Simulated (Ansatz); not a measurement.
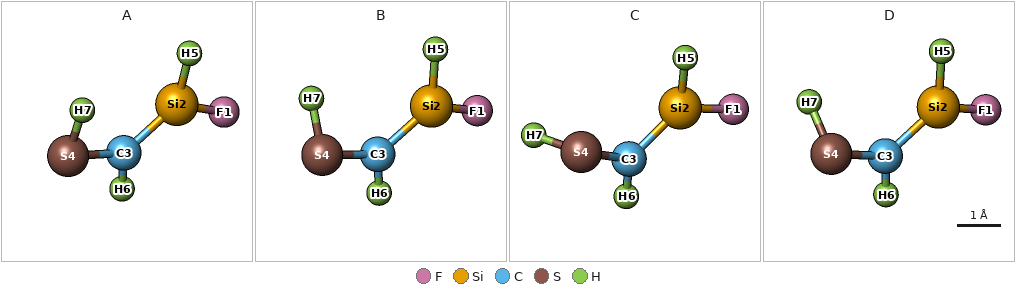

4 geometries from a converged minimum-energy path of CH$_{3}$FSSi, shuffled. Style: ball-and-stick. Shown from a free direction.

Theory: Ansatz, RKS PBE0-D4/def2-SVP. Settings: 9 movable images; climbing image; force threshold 0.05 eV/Å; iteration limit 41; starting path through a guess of the saddle point.

Which frame is the transition state?

A. In order along the path, whose images run from 0 to 10: A (image 4, +0.131 eV), B (image 6, +0.130 eV), D (image 7, +0.115 eV), C (image 10, 0.000 eV). The motion is a rotation about the C3–S4 bond by about 210°. No bond forms or breaks between the ends. Among the angles between lasting bonds that change up to the highest image: Si2–C3–S4 115.4° → 131.6°, S4–C3–H6 119.6° → 111.4°.

The run took 6.4 min on 1 thread of Arm Neoverse V2 (shared host), peak memory 0.15 GiB.
